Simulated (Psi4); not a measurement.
# One shape, several levels: CH5Si (SMILES [CH2][SiH3])

We compute a comparison of 3 runs (UPBE0/def2-SVP, UMP2/6-31G, UMP2/def2-TZVP) of CH5Si. 

Program for the calculation: Psi4 1.11.

### Step 1. The molecule

CH5Si has 7 atoms, charge 0, and is taken as a doublet. SMILES: `[CH2][SiH3]`. Geometry: relaxed at PBE0-D4/def2-TZVP.

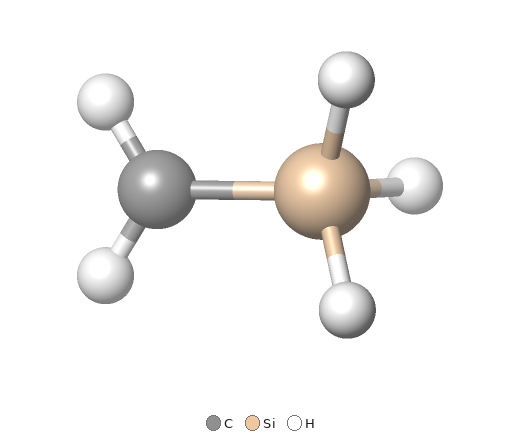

Viewed from a chosen angle; carbon grey, silicon light orange, hydrogen white.

### Step 2. Energy and gradient at UPBE0/def2-SVP (run 1)

input.inp

```
memory 1600 MB

molecule molecule1 {
  0 2
  C
  Si 1 R2
  H 1 R3 2 A3
  H 1 R4 3 A4 2 D4
  H 2 R5 1 A5 4 D5
  H 2 R6 5 A6 1 D6
  H 2 R7 6 A7 5 D7

  R2 = 1.839849
  R3 = 1.085279
  A3 = 122.55705
  R4 = 1.085173
  A4 = 114.80836
  D4 = -177.65055
  R5 = 1.492117
  A5 = 111.26705
  D5 = 89.58571
  R6 = 1.487318
  A6 = 107.67125
  D6 = -121.05597
  R7 = 1.487176
  A7 = 109.38021
  D7 = 116.8003
  units angstrom
  symmetry c1
}

set {
  basis def2-SVP
  reference uks
  puream true
  e_convergence 1e-09
  d_convergence 1e-08
  scf_type pk
  dft_radial_points 99
  dft_spherical_points 590
  maxiter 200
}

result, w = gradient('pbe0', return_wfn=True)
```

The run is started by

```console
psi4 -i input.inp -o input.out -n 1
```

input.out:

```text
[...]
  Running in c1 symmetry.
[...]
  Nuclear repulsion =   56.021934784148904
[...]
  Multiplicity = 2
[...]
  Nalpha       = 13
  Nbeta        = 12
[...]
    Number of basis functions: 57
[...]
   @UKS iter   1:  -330.10951584988152   -4.00848e-01   7.82834e-03 ADIIS/DIIS
[...]
   @UKS iter  11:  -330.23471477039402   -4.83169e-12   7.56128e-09 DIIS
[...]
   @S^2 Observed:                7.543220288E-01
[...]
    Orbital Energies [Eh]
    ---------------------
    Alpha Occupied:
       1A    -66.231721     2A    -10.250145     3A     -5.326863
       4A     -3.663880     5A     -3.663712     6A     -3.663490
       7A     -0.708355     8A     -0.538795     9A     -0.444137
      10A     -0.369706    11A     -0.365300    12A     -0.349356
      13A     -0.256421
    Alpha Virtual:
      14A      0.048177    15A      0.066818    16A      0.085111
      17A      0.111127    18A      0.138199    19A      0.144653
      20A      0.254527    21A      0.327636    22A      0.331559
      23A      0.377477    24A      0.424313    25A      0.444003
[...]
  @UKS Final Energy:  -330.23471477039402
   => Energetics <=
    Nuclear Repulsion Energy =             56.0219347841489039
    One-Electron Energy =                -566.1869553266924413
    Two-Electron Energy =                 201.0850414305693619
    DFT Exchange-Correlation Energy =     -21.1547356584198702
    Empirical Dispersion Energy =           0.0000000000000000
    VV10 Nonlocal Energy =                  0.0000000000000000
    Total Energy =                       -330.2347147703940209
[...]
 Multipole Moments:
 ------------------------------------------------------------------------------------
     Multipole            Electronic (a.u.)      Nuclear  (a.u.)        Total (a.u.)
 ------------------------------------------------------------------------------------
 L = 1.  Multiply by 2.5417464519 to convert [e a0] to [Debye]
 Dipole X            :         -0.0346564            0.0480131            0.0133568
 Dipole Y            :         -0.0018975            0.0022368            0.0003392
 Dipole Z            :          0.1472125           -0.4132167           -0.2660042
 Magnitude           :                                                    0.2663395
[...]
  -Total Gradient:
     Atom            X                  Y                   Z
    ------   -----------------  -----------------  -----------------
       1        0.000487332066    -0.000028679759    -0.002803265869
       2        0.000085487771     0.000003640489    -0.000903000745
       3       -0.000066934477    -0.006024930647     0.003844389790
       4       -0.000337549503     0.006058637132     0.003878806095
       5       -0.002763687426    -0.000100833666    -0.001436809768
       6        0.001384407626    -0.002327462588    -0.001291924001
       7        0.001210671597     0.002419545470    -0.001288327565
[...]
```

Run time: 12 s. Hardware: 1 thread of Intel Xeon 6975P-C (Granite Rapids), shared host; peak memory 0.83 GiB.

### Step 3. A single-point energy at UMP2/6-31G (run 2)

ch5si.xyz

```xyz
7
CH5Si
C     -0.172600    -1.103000     0.047400
Si     0.132300     0.709800    -0.029000
H     -1.139000    -1.522200     0.308500
H      0.588300    -1.834800    -0.203800
H     -0.191200     1.256600    -1.379100
H     -0.719700     1.420100     0.961800
H      1.563100     1.005600     0.248500
```

run_ase.py

```python
import numpy as np
from ase.calculators.psi4 import Psi4
from ase.io import read

a = read('ch5si.xyz')
calc = Psi4(atoms=a, method='mp2', basis='6-31G', memory='1600MB', num_threads=1, charge=0, multiplicity=2, label='ch5si', reference='uhf')
calc.psi4.set_options({'puream': True, 'e_convergence': 1e-09, 'd_convergence': 1e-08, 'scf_type': 'pk', 'num_frozen_docc': 6, 'mp2_type': 'conv', 'maxiter': 200})
a.calc = calc

print(f'energy: {a.get_potential_energy():.6f} eV')
```

The run is started by

```console
python run_ase.py
```

ch5si.dat:

```text
[...]
  Running in c1 symmetry.
[...]
  Nuclear repulsion =   56.021931243613906
[...]
  Multiplicity = 2
[...]
  Nalpha       = 13
  Nbeta        = 12
[...]
    Number of basis functions: 32
[...]
   @UHF iter   1:  -329.52813863237674   -7.27264e-01   6.79698e-03 DIIS/ADIIS
[...]
   @UHF iter  13:  -329.57913923929863   -7.38964e-13   6.82876e-09 DIIS
[...]
   @S^2 Observed:                7.628962196E-01
[...]
    Orbital Energies [Eh]
    ---------------------
    Alpha Occupied:
       1A    -68.776877     2A    -11.239153     3A     -6.144351
       4A     -4.249688     5A     -4.249292     6A     -4.248649
       7A     -0.957613     8A     -0.717593     9A     -0.590634
      10A     -0.499140    11A     -0.493808    12A     -0.470840
      13A     -0.380818
    Alpha Virtual:
      14A      0.154715    15A      0.195057    16A      0.206102
      17A      0.276393    18A      0.279850    19A      0.288788
      20A      0.365515    21A      0.384860    22A      0.423579
      23A      0.504337    24A      0.792153    25A      0.816723
[...]
  @UHF Final Energy:  -329.57913923929863
   => Energetics <=
    Nuclear Repulsion Energy =             56.0219312436139063
    One-Electron Energy =                -565.7374759587617064
    Two-Electron Energy =                 180.1364054758491875
    Total Energy =                       -329.5791392392986268
  UHF NO Occupations:
  HONO-2 :   11  A 1.9987196
  HONO-1 :   12  A 1.9968728
[...]
 Multipole Moments:
 ------------------------------------------------------------------------------------
     Multipole            Electronic (a.u.)      Nuclear  (a.u.)        Total (a.u.)
 ------------------------------------------------------------------------------------
 L = 1.  Multiply by 2.5417464519 to convert [e a0] to [Debye]
 Dipole X            :          0.0388016           -0.0831940           -0.0443924
 Dipole Y            :          0.1490622           -0.4065953           -0.2575331
 Dipole Z            :          0.0340523           -0.0285948            0.0054575
 Magnitude           :                                                    0.2613881
[...]
	SCS-MP2 Total Energy (a.u.)        :  -329.71456952262093
	SOS-MP2 Total Energy (a.u.)        :  -329.70795341347929
	SCSN-MP2 Total Energy (a.u.)       :  -329.61407229556676
[...]
	SOS-PI-MP2 Total Energy (a.u.)     :  -329.72942244250936
[...]
	MP2 Total Energy (a.u.)            :  -329.70633271187421
[...]
```

On the terminal:

```text
energy: -8971.766294 eV
```

It took 1.6 s on 1 thread of Intel Xeon 6975P-C (Granite Rapids), shared host; peak memory 0.2 GiB.

### Step 4. The energy at UMP2/def2-TZVP (run 3)

job.in

```
memory 1600 MB

molecule {
  0 2
  C
  Si 1 R2
  H 1 R3 2 A3
  H 1 R4 3 A4 2 D4
  H 2 R5 1 A5 4 D5
  H 2 R6 5 A6 1 D6
  H 2 R7 6 A7 5 D7

  R2 = 1.839849
  R3 = 1.085279
  A3 = 122.55705
  R4 = 1.085173
  A4 = 114.80836
  D4 = -177.65055
  R5 = 1.492117
  A5 = 111.26705
  D5 = 89.58571
  R6 = 1.487318
  A6 = 107.67125
  D6 = -121.05597
  R7 = 1.487176
  A7 = 109.38021
  D7 = 116.8003
  symmetry c1
}

set reference uhf
set puream true
set e_convergence 1e-09
set d_convergence 1e-08
set scf_type pk
set num_frozen_docc 6
set mp2_type conv
set maxiter 200

e_tot, wfn = energy("mp2/def2-TZVP", return_wfn=True)
print_variables()
```

The run is started by

```console
psi4 -n 1 job.in job.out
```

job.out:

```text
[...]
  Running in c1 symmetry.
[...]
  Nuclear repulsion =   56.021934784148904
[...]
  Multiplicity = 2
[...]
  Nalpha       = 13
  Nbeta        = 12
[...]
    Number of basis functions: 98
[...]
   @UHF iter   1:  -329.59584820786279   -6.95738e-01   3.35569e-03 ADIIS/DIIS
[...]
   @UHF iter  14:  -329.69068803664806   -3.46745e-12   3.08205e-09 DIIS
[...]
   @S^2 Observed:                7.613220319E-01
[...]
    Orbital Energies [Eh]
    ---------------------
    Alpha Occupied:
       1A    -68.766396     2A    -11.236784     3A     -6.116367
       4A     -4.223024     5A     -4.222766     6A     -4.222211
       7A     -0.952672     8A     -0.703148     9A     -0.590250
      10A     -0.499763    11A     -0.495413    12A     -0.474251
      13A     -0.384848
    Alpha Virtual:
      14A      0.124883    15A      0.162204    16A      0.168981
      17A      0.180814    18A      0.200531    19A      0.207407
      20A      0.281544    21A      0.299377    22A      0.320998
      23A      0.335893    24A      0.353316    25A      0.375060
[...]
  @UHF Final Energy:  -329.69068803664806
   => Energetics <=
    Nuclear Repulsion Energy =             56.0219347841489039
    One-Electron Energy =                -566.2044713626175962
    Two-Electron Energy =                 180.4918485418206444
    Total Energy =                       -329.6906880366479982
  UHF NO Occupations:
  HONO-2 :   11  A 1.9992059
  HONO-1 :   12  A 1.9962378
[...]
 Multipole Moments:
 ------------------------------------------------------------------------------------
     Multipole            Electronic (a.u.)      Nuclear  (a.u.)        Total (a.u.)
 ------------------------------------------------------------------------------------
 L = 1.  Multiply by 2.5417464519 to convert [e a0] to [Debye]
 Dipole X            :         -0.0447258            0.0480131            0.0032874
 Dipole Y            :         -0.0026094            0.0022368           -0.0003726
 Dipole Z            :          0.1143196           -0.4132167           -0.2988971
 Magnitude           :                                                    0.2989154
[...]
	SCS-MP2 Total Energy (a.u.)        :  -329.96438731763726
	SOS-MP2 Total Energy (a.u.)        :  -329.94897113339823
	SCSN-MP2 Total Energy (a.u.)       :  -329.77208548943014
[...]
	SOS-PI-MP2 Total Energy (a.u.)     :  -329.99201831618996
[...]
	MP2 Total Energy (a.u.)            :  -329.95217250332365
[...]
```

Run time: 6.3 s. Hardware: 1 thread of Intel Xeon 6975P-C (Granite Rapids), shared host; peak memory 0.56 GiB.

### Step 5. All runs side by side

```csv
run,level,task,frozen core orbitals,energy (Eh),HOMO energy (eV),LUMO energy (eV),⟨S²⟩,wall time
1,UPBE0/def2-SVP,gradient,0,-330.234715,-6.98,-2.14,0.754,12 s
2,UMP2/6-31G,energy,6,-329.706333,-10.36,2.62,0.763,1.6 s
3,UMP2/def2-TZVP,energy,6,-329.952173,-10.47,2.08,0.761,6.3 s
```

### Step 6. What came out

| quantity | value |
| --- | --- |
| run 3: total energy | -329.95217 Eh |
| run 3: HOMO energy (Hartree–Fock orbitals) (highest over α and β) | -10.47 eV |
| run 3: LUMO energy (Hartree–Fock orbitals) (lowest over α and β) | 2.08 eV |
| run 3: correlation energy (6 core orbitals frozen) | -261.5 mEh |
| run 3: ⟨S²⟩ of the reference determinant | 0.761 |

All runs together took 20 s, the longest 12 s.
